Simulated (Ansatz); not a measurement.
The parent structure is SiO$_{2}$ in the rutile structure (space group P4_2/mnm, No. 136; a = 4.155 Å, c = 2.661 Å). Axes: x, y, z lie along a, b, c of the conventional cell.

One thing is altered: compressive biaxial strain of 2.40 % in the plane normal to [001], as in epitaxy on a mismatched substrate; the out-of-plane cell vector and the atoms relax.

Computed with DFT with LDA, PAW potentials and a 420 eV plane-wave cutoff in Ansatz (an electronic-structure program), without spin-orbit coupling.

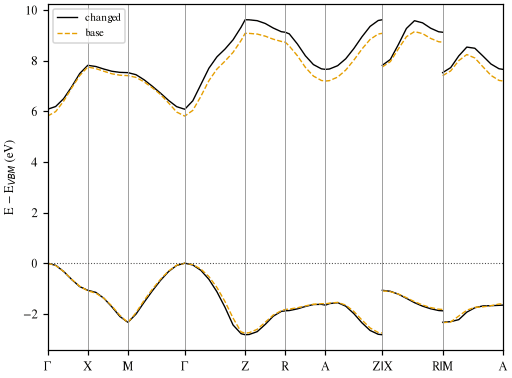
Figure. Highest valence and lowest conduction band along the path, each from its own valence-band maximum

The gap is 6.08 eV, direct at Γ; the base has 5.81 eV.

No phonon test of stability was made.
